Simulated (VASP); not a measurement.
**Quasiparticle energies of C (Diamond) in VASP**

Wanted: how far GW moves the Kohn-Sham levels of C (Diamond). The cell has space group Fd-3m. The start is a cell from a database of measured crystal structures.

Program: VASP 6.6.1. Level of theory: LDA; plane waves and PAW (C_GW), in the first sound run; inputs show where later runs differ. Results are calculated unless marked as measured.

## (1) Set-up

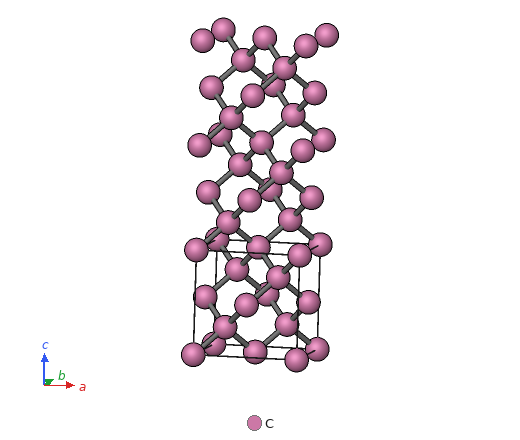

The starting structure, seen slightly off an axis (carbon pink). 1×1×3 cells are drawn. This picture shows the conventional cell, with its axes. Bonds to atoms that aren't drawn are left out. Some periodic images of atoms are drawn too.

## (2) Empty bands

ALGO = Exact makes the empty bands from the converged ground state in one step. LOPTICS writes the k-derivatives of the orbitals (WAVEDER), which give the long-wavelength limit of the screening.

The input, INCAR:

```
SYSTEM = C
PREC = Accurate
ENCUT = 440
ISMEAR = 0
SIGMA = 0.01
LREAL = .FALSE.
GGA = CA
NBANDS = 12
ALGO = Exact
NELM = 1
LWAVE = .TRUE.
LCHARG = .FALSE.
LOPTICS = .TRUE.
NEDOS = 1000
CSHIFT = 0.1
```

The input, POSCAR:

```
C
1.0
    0.0000000000      1.7833700000      1.7833700000
    1.7833700000      0.0000000000      1.7833700000
    1.7833700000      1.7833700000      0.0000000000
C
2
Direct
    0.7500000000      0.7500000000      0.7500000000
    0.5000000000      0.5000000000      0.5000000000
```

The input, KPOINTS:

```
Automatic mesh
0
Gamma
8 8 8
0 0 0
```

The projector-augmented-wave data sets are C_GW (LDA family, release 64).

Run with:

```sh
$ mpirun -np 4 vasp_std
```

The program printed:

```text
[banner, memory and clock lines left out]
running    4 mpi-ranks, on    1 nodes
 distrk:  each k-point on    4 cores,    1 groups
 distr:  one band on    1 cores,    4 groups

 POSCAR found type information on POSCAR C
 POSCAR found :  1 types and       2 ions
 LDA part: xc-table for (Slater(with rela. corr.)+CA(PZ))
 , standard interpolation
 found WAVECAR, reading the header
  number of bands has changed, file:    10 present:    12
  trying to continue reading WAVECAR, but it might fail
 POSCAR, INCAR and KPOINTS ok, starting setup
 FFT: planning ... GRIDC
 FFT: planning ... GRID_SOFT
 FFT: planning ... GRID
 reading WAVECAR
 random initialization beyond band           10
 the WAVECAR file was read successfully
 initial charge from wavefunction
 entering main loop
       N       E                     dE             d eps       ncg     rms          rms(c)
DIA:   1    -0.202263933376E+02   -0.20226E+02    0.00000E+00     0   0.000E+00
   1 F= -.20226393E+02 E0= -.20226393E+02  d E =-.588466E-24
 writing wavefunctions
 optical routines
 imaginary and real dielectric function
 recalculating local potential from charge density
 direction            1
 direction            2
 direction            3
```

It took 1.6 s on 4 MPI ranks of AMD EPYC 9R45, shared host; peak memory 0.35 GiB.

The logs omit lines about the potential files and the build; timing stands in the text.

OUTCAR, selected parts (step 2):

```text
ion  position               nearest neighbor table
   1  0.750  0.750  0.750-   2 1.54   2 1.54   2 1.54   2 1.54
   2  0.500  0.500  0.500-   1 1.54   1 1.54   1 1.54   1 1.54

  LATTYP: Found a face centered cubic cell.
 ALAT       =     3.5667400000

 Subroutine GETGRP returns: Found 48 space group operations
 (whereof 24 operations were pure point group operations)

The static configuration has the point symmetry T_d .
 The point group associated with its full space group is O_h .

 Found     29 irreducible k-points:

   k-points           NKPTS =     29   k-points in BZ     NKDIM =     29   number of bands    NBANDS=     12

   dimension x,y,z NGX =    18 NGY =   18 NGZ =   18
   dimension x,y,z NGXF=    36 NGYF=   36 NGZF=   36

   ENCUT  =  440.0 eV  32.34 Ry    5.69 a.u.   4.31  4.31  4.31*2*pi/ulx,y,z

   NELECT =       8.0000    total number of electrons

 k-points in reciprocal lattice and weights: Automatic mesh
   0.00000000  0.00000000  0.00000000       0.002
   0.12500000  0.00000000  0.00000000       0.016
   0.25000000  0.00000000  0.00000000       0.016
   0.37500000  0.00000000  0.00000000       0.016
   0.50000000  0.00000000  0.00000000       0.008
   0.12500000  0.12500000  0.00000000       0.012
   0.25000000  0.12500000  0.00000000       0.047
   0.37500000  0.12500000  0.00000000       0.047
   0.50000000  0.12500000  0.00000000       0.047
[...]
-0.37500000  0.50000000  0.12500000       0.023
  -0.25000000  0.50000000  0.25000000       0.012

 average (electrostatic) potential at core
       1 -49.4957       2 -49.4957

 E-fermi :   9.8265

 k-point     1 :       0.0000    0.0000    0.0000
  band No.  band energies     occupation
      1     -11.5539      2.00000
      2       9.7590      2.00000
      3       9.7590      2.00000
      4       9.7590      2.00000
      5      15.3056      0.00000
      6      15.3056      0.00000
      7      15.3056      0.00000
      8      23.3131      0.00000
      9      28.7668      0.00000
    ...

 k-point     2 :       0.1250    0.0000    0.0000
  band No.  band energies     occupation
      1     -11.1223      2.00000
      2       7.3812      2.00000
      3       9.1117      2.00000
      4       9.1117      2.00000
      5      16.1597      0.00000
      6      16.1597      0.00000
      7      16.6053      0.00000
      8      23.6066      0.00000
      9      29.3965      0.00000
    ...

 k-point     3 :       0.2500    0.0000    0.0000
  band No.  band energies     occupation
      1      -9.8400      2.00000
      2       3.2333      2.00000
      3       8.0231      2.00000
      4       8.0231      2.00000
      5      17.4876      0.00000
      6      17.4876      0.00000
      7      17.9543      0.00000
      8      24.3490      0.00000
      9      30.1581      0.00000
    ...

  Total       -1.2868608     -1.2868608     -1.2868608      0.0000000      0.0000000     -0.0000000
  in kB     -181.7555955   -181.7555955   -181.7555955      0.0000000      0.0000000     -0.0000000
  external PRESSURE =    -181.7555955 kB  Pullay stress =       0.0000000 kB

  energy-cutoff  :      440.00
  volume of cell :       11.34
      direct lattice vectors                 reciprocal lattice vectors
     0.000000000  1.783370000  1.783370000    -0.280368067  0.280368067  0.280368067
     1.783370000  0.000000000  1.783370000     0.280368067 -0.280368067  0.280368067
     1.783370000  1.783370000  0.000000000     0.280368067  0.280368067 -0.280368067

 POSITION                                       TOTAL-FORCE (eV/Angst)
 -----------------------------------------------------------------------------------
      2.67505      2.67505      2.67505        -0.000000     -0.000000     -0.000000
      1.78337      1.78337      1.78337         0.000000      0.000000      0.000000
 -----------------------------------------------------------------------------------
    total drift:                                0.000000     -0.000000      0.000000

  FREE ENERGIE OF THE ION-ELECTRON SYSTEM (eV)
  ---------------------------------------------------
  free  energy   TOTEN  =       -20.2263933376 eV

  energy  without entropy=      -20.2263933376  energy(sigma->0) =      -20.22639334

 plasma frequency squared (from intraband transitions) (eV^2)
  --------------------------------------------------------------------------------------
       0.000       0.000       0.000
       0.000       0.000       0.000
       0.000       0.000       0.000

[... 3 further parts left out ...]
```

WAVECAR now holds 12 bands for 8 electrons. Its independent-particle dielectric tensor has xx, yy, zz = 6.0, 6.0, 6.0 on this mesh, which isn't tested for convergence in mesh or bands and lacks local fields.

## (3) G0W0, bands in the sums 12

This step: G0W0 on LDA; plane waves and PAW (C_GW) (VASP 6.6.1).

G0W0 keeps orbitals and screening fixed and shifts each of the lowest NBANDSGW levels once.

The input, INCAR:

```
SYSTEM = C
PREC = Accurate
ENCUT = 440
ISMEAR = 0
SIGMA = 0.01
LREAL = .FALSE.
GGA = CA
NBANDS = 12
ALGO = EVGW0
NELMGW = 1
ENCUTGW = 180
NOMEGA = 48
PRECFOCK = Fast
NBANDSGW = 12
LWAVE = .FALSE.
LCHARG = .FALSE.
```

POSCAR is that of step 2.

KPOINTS is that of step 2.

Run with:

```sh
$ mpirun -np 4 vasp_std
```

The program printed:

```text
[banner, memory and clock lines left out]
running    4 mpi-ranks, on    1 nodes
 distrk:  each k-point on    4 cores,    1 groups
 distr:  one band on    1 cores,    4 groups

 POSCAR found type information on POSCAR C
 POSCAR found :  1 types and       2 ions
|                                                                             |
|           W    W    AA    RRRRR   N    N  II  N    N   GGGG   !!!           |
|           W    W   A  A   R    R  NN   N  II  NN   N  G    G  !!!           |
|           W    W  A    A  R    R  N N  N  II  N N  N  G       !!!           |
|           W WW W  AAAAAA  RRRRR   N  N N  II  N  N N  G  GGG   !            |
|           WW  WW  A    A  R   R   N   NN  II  N   NN  G    G                |
|           W    W  A    A  R    R  N    N  II  N    N   GGGG   !!!           |
|                                                                             |
|     The default for ENCUTGWSOFT is different in this version of VASP.       |
|     please manually set ENCUTGWSOFT =180 in the INCAR file.                 |
|                                                                             |

 LDA part: xc-table for (Slater(with rela. corr.)+CA(PZ))
 , standard interpolation
 found WAVECAR, reading the header
 POSCAR, INCAR and KPOINTS ok, starting setup
 FFT: planning ... GRIDC
 FFT: planning ... GRID_SOFT
 FFT: planning ... GRID
 reading WAVECAR
 the WAVECAR file was read successfully
 initial charge from wavefunction
 available memory per node:     72.30 GB, setting MAXMEM to     74038

 The Fermi energy was updated, please check that it is located mid-gap
 values below the HOMO (VB) or above the LUMO (CB) will cause erroneous energies
 E-fermi :  11.8104

 calculate exact exchange contribution
 the WAVEDER file was read successfully
energies w=
    0.000    0.000    1.286    0.000    2.567    0.000    3.837    0.000
    5.094    0.000    6.332    0.000    7.550    0.000    8.746    0.000
    9.920    0.000   11.072    0.000   12.204    0.000   13.317    0.000
   14.414    0.000   15.499    0.000   16.573    0.000   17.642    0.000
   18.708    0.000   19.777    0.000   20.853    0.000   21.940    0.000
   23.045    0.000   24.174    0.000   25.332    0.000   26.528    0.000
   27.770    0.000   29.067    0.000   30.430    0.000   31.872    0.000
   33.408    0.000   35.058    0.000   36.842    0.000   38.787    0.000
   40.927    0.000   43.304    0.000   45.973    0.000   49.001    0.000
   52.481    0.000   56.537    0.000   61.339    0.000   67.128    0.000
   74.256    0.000   83.259    0.000   94.995    0.000  110.924    0.000
  133.753    0.000  169.118    0.000  231.039    0.000  366.722    0.000
 responsefunction array rank=      72
 LDA part: xc-table for (Slater(with rela. corr.)+CA(PZ))
 , standard interpolation

 min. memory requirement per mpi rank     70.0 MB, per node    280.2 MB

 allocating  12 responsefunctions rank=    72
 shmem allocating  48 responsefunctions rank=    72
 response function shared by NCSHMEM nodes    1
 Doing           12  frequencies on each core in blocks of           48
NQ=   1    0.0000    0.0000    0.0000,
|.........|.........|.........|.........|.........|.........|.........|.........
 performed         41000 updates of chi_q(r,r)
 total number of BLAS operations          1.15 Gflops
NQ=   2    0.1250    0.0000    0.0000,
|.........|.........|.........|.........|.........|.........|.........|.........
 performed        122000 updates of chi_q(r,r)
 total number of BLAS operations          3.64 Gflops
NQ=   3    0.2500    0.0000    0.0000,
|.........|.........|.........|.........|.........|.........|.........|.........
 performed        203000 updates of chi_q(r,r)
 total number of BLAS operations          6.14 Gflops
NQ=   4    0.3750    0.0000    0.0000,
|.........|.........|.........|.........|.........|.........|.........|.........
 performed        284000 updates of chi_q(r,r)
 total number of BLAS operations          8.80 Gflops
NQ=   5    0.5000    0.0000    0.0000,
|.........|.........|.........|.........|.........|.........|.........|.........
 performed        349000 updates of chi_q(r,r)
 total number of BLAS operations         11.34 Gflops
NQ=   6    0.1250    0.1250    0.0000,
|.........|.........|.........|.........|.........|.........|.........|.........
 performed        427000 updates of chi_q(r,r)
 total number of BLAS operations         13.62 Gflops
NQ=   7    0.2500    0.1250    0.0000,
|.........|.........|.........|.........|.........|.........|.........|.........
 performed        566000 updates of chi_q(r,r)
 total number of BLAS operations         17.92 Gflops
NQ=   8    0.3750    0.1250    0.0000,
|.........|.........|.........|.........|.........|.........|.........|.........
 performed        705000 updates of chi_q(r,r)
 total number of BLAS operations         22.22 Gflops
NQ=   9    0.5000    0.1250    0.0000,
|.........|.........|.........|.........|.........|.........|.........|.........
 performed        844000 updates of chi_q(r,r)
 total number of BLAS operations         26.95 Gflops
NQ=  10   -0.3750    0.1250    0.0000,
|.........|.........|.........|.........|.........|.........|.........|.........
 performed        983000 updates of chi_q(r,r)
 total number of BLAS operations         31.53 Gflops
NQ=  11   -0.2500    0.1250    0.0000,
|.........|.........|.........|.........|.........|.........|.........|.........
 performed       1122000 updates of chi_q(r,r)
 total number of BLAS operations         35.84 Gflops
NQ=  12   -0.1250    0.1250    0.0000,
|.........|.........|.........|.........|.........|.........|.........|.........
 performed       1234000 updates of chi_q(r,r)
 total number of BLAS operations         39.18 Gflops
NQ=  13    0.2500    0.2500    0.0000,
|.........|.........|.........|.........|.........|.........|.........|.........
 performed       1312000 updates of chi_q(r,r)
 total number of BLAS operations         41.45 Gflops
NQ=  14    0.3750    0.2500    0.0000,
|.........|.........|.........|.........|.........|.........|.........|.........
 performed       1451000 updates of chi_q(r,r)
 total number of BLAS operations         46.03 Gflops
NQ=  15    0.5000    0.2500    0.0000,
|.........|.........|.........|.........|.........|.........|.........|.........
 performed       1590000 updates of chi_q(r,r)
 total number of BLAS operations         50.47 Gflops
NQ=  16   -0.3750    0.2500    0.0000,
|.........|.........|.........|.........|.........|.........|.........|.........
 performed       1729000 updates of chi_q(r,r)
 total number of BLAS operations         54.64 Gflops
NQ=  17   -0.2500    0.2500    0.0000,
|.........|.........|.........|.........|.........|.........|.........|.........
 performed       1841000 updates of chi_q(r,r)
 total number of BLAS operations         57.77 Gflops
NQ=  18    0.3750    0.3750    0.0000,
|.........|.........|.........|.........|.........|.........|.........|.........
 performed       1919000 updates of chi_q(r,r)
 total number of BLAS operations         60.35 Gflops
NQ=  19    0.5000    0.3750    0.0000,
|.........|.........|.........|.........|.........|.........|.........|.........
 performed       2058000 updates of chi_q(r,r)
 total number of BLAS operations         64.65 Gflops
NQ=  20   -0.3750    0.3750    0.0000,
|.........|.........|.........|.........|.........|.........|.........|.........
 performed       2170000 updates of chi_q(r,r)
 total number of BLAS operations         68.68 Gflops
NQ=  21    0.5000    0.5000    0.0000,
|.........|.........|.........|.........|.........|.........|.........|.........
 performed       2227000 updates of chi_q(r,r)
 total number of BLAS operations         70.56 Gflops
NQ=  22    0.3750    0.2500    0.1250,
|.........|.........|.........|.........|.........|.........|.........|.........
 performed       2383000 updates of chi_q(r,r)
 total number of BLAS operations         75.20 Gflops
NQ=  23    0.5000    0.2500    0.1250,
|.........|.........|.........|.........|.........|.........|.........|.........
 performed       2563000 updates of chi_q(r,r)
 total number of BLAS operations         80.75 Gflops
NQ=  24   -0.3750    0.2500    0.1250,
|.........|.........|.........|.........|.........|.........|.........|.........
 performed       2708000 updates of chi_q(r,r)
 total number of BLAS operations         85.22 Gflops
NQ=  25    0.5000    0.3750    0.1250,
|.........|.........|.........|.........|.........|.........|.........|.........
 performed       2864000 updates of chi_q(r,r)
 total number of BLAS operations         90.02 Gflops
NQ=  26   -0.3750    0.3750    0.1250,
|.........|.........|.........|.........|.........|.........|.........|.........
 performed       3044000 updates of chi_q(r,r)
 total number of BLAS operations         95.57 Gflops
NQ=  27   -0.2500    0.3750    0.1250,
|.........|.........|.........|.........|.........|.........|.........|.........
 performed       3189000 updates of chi_q(r,r)
 total number of BLAS operations         99.90 Gflops
NQ=  28   -0.3750    0.5000    0.1250,
|.........|.........|.........|.........|.........|.........|.........|.........
 performed       3301000 updates of chi_q(r,r)
 total number of BLAS operations        103.36 Gflops
NQ=  29   -0.2500    0.5000    0.2500,
|.........|.........|.........|.........|.........|.........|.........|.........
 performed       3378000 updates of chi_q(r,r)
 total number of BLAS operations        105.31 Gflops
 resolving degeneracies of screened two electron integrals

 calculate QP shifts <psi_nk| G(iteration)W_0 |psi_nk>: iteration 1
 entering main loop
```

Run time: 27 s. Hardware: 4 MPI ranks; peak memory 0.49 GiB.

OUTCAR, selected parts (step 3):

```text
 Found     29 irreducible k-points:

   k-points           NKPTS =     29   k-points in BZ     NKDIM =    512   number of bands    NBANDS=     12

   NELECT =       8.0000    total number of electrons

 E-fermi :  11.8104

 QP shifts <psi_nk| G(iteration)W_0 |psi_nk>: iteration 1
 for sc-GW calculations column KS-energies equals QP-energies in previous step
 and V_xc(KS)=  KS-energies - (<T + V_ion + V_H > + <T+V_H+V_ion>^1  + <V_x>^1)
 k-point   1 :       0.0000    0.0000    0.0000
  band No.  KS-energies  QP-energies   sigma(KS)   V_xc(KS)     V^pw_x(r,r')   Z            occupation Imag(sigma)
      1     -11.5539     -12.6806     -16.2691     -14.7770     -25.3285       0.7551       2.0000       1.7913
      2       9.7590      10.2398     -16.4096     -16.9880     -19.0633       0.8312       2.0000       0.0834
      3       9.7590      10.2398     -16.4096     -16.9880     -19.0633       0.8312       2.0000       0.0834
      4       9.7590      10.2398     -16.4096     -16.9880     -19.0633       0.8312       2.0000       0.0834
      5      15.3056      17.7102     -12.8838     -15.7850      -9.3898       0.8288       0.0000      -0.0997
      6      15.3056      17.7102     -12.8838     -15.7850      -9.3898       0.8288       0.0000      -0.0997
      7      15.3056      17.7102     -12.8838     -15.7850      -9.3898       0.8288       0.0000      -0.0997
      8      23.3131      25.2615     -13.7292     -16.2644      -7.7007       0.7686       0.0000      -0.2836
    ...

 k-point   2 :       0.1250    0.0000    0.0000
  band No.  KS-energies  QP-energies   sigma(KS)   V_xc(KS)     V^pw_x(r,r')   Z            occupation Imag(sigma)
      1     -11.1223     -12.2204     -16.2618     -14.8073     -25.2189       0.7550       2.0000       1.7115
      2       7.3812       7.5807     -16.1737     -16.4164     -19.3595       0.8223       2.0000       0.1085
      3       9.1117       9.5410     -16.3076     -16.8254     -19.0971       0.8290       2.0000       0.0890
      4       9.1117       9.5410     -16.3076     -16.8254     -19.0971       0.8290       2.0000       0.0890
      5      16.1597      18.6342     -12.9614     -15.9540      -9.2656       0.8269       0.0000      -0.1093
      6      16.1597      18.6342     -12.9614     -15.9540      -9.2656       0.8269       0.0000      -0.1093
      7      16.6053      18.9764     -13.1071     -15.9819      -9.3708       0.8248       0.0000      -0.1126
      8      23.6066      25.7044     -13.4891     -16.2173      -7.4459       0.7689       0.0000      -0.2938
    ...

 k-point   3 :       0.2500    0.0000    0.0000
  band No.  KS-energies  QP-energies   sigma(KS)   V_xc(KS)     V^pw_x(r,r')   Z            occupation Imag(sigma)
      1      -9.8400     -10.8614     -16.2584     -14.9048     -24.8990       0.7545       2.0000       1.4815
      2       3.2333       2.9622     -16.1537     -15.8134     -20.5841       0.7969       2.0000       0.1861
      3       8.0231       8.3349     -16.2946     -16.6728     -19.4226       0.8244       2.0000       0.1018
      4       8.0231       8.3349     -16.2946     -16.6728     -19.4226       0.8244       2.0000       0.1018
      5      17.4876      20.0669     -12.8238     -15.9626      -8.7398       0.8218       0.0000      -0.1274
      6      17.4876      20.0669     -12.8238     -15.9626      -8.7398       0.8218       0.0000      -0.1274
      7      17.9543      20.1315     -13.1736     -15.8328      -8.9674       0.8187       0.0000      -0.1332
      8      24.3490      26.7932     -12.7053     -15.8631      -6.6347       0.7740       0.0000      -0.3186
    ...

[... 8 parts as in an earlier step ...]

[... 5 further parts left out ...]
```

This step gave:

- quasiparticle gap on the mesh: 5.425 eV
- smallest direct quasiparticle gap on the mesh: 7.470 eV
- gap of the starting orbitals on the mesh: 4.103 eV

GW takes the gap from 4.103 to 5.425 eV. The value holds for 12 bands, ENCUTGW = 180 eV and this mesh, and isn't shown to be converged in them.

(Continued in part 2 of 2.)

[Lines on the potential files, build, host, timing and source positions are cut from VASP's logs without a mark.]

[Logs are printed without paths, hosts, clocks, repeated set-up lines and the standing remarks that a program may print on its own settings, such as how far it seeks lower states.]

[Hosts, paths, dates, database ids (printed as entryN), source tags and the programs' standing remarks are cut or masked in the printed files.]

[Pressures printed for these runs are not shown converged in the cutoff: they can be off by several GPa and have the wrong sign.]
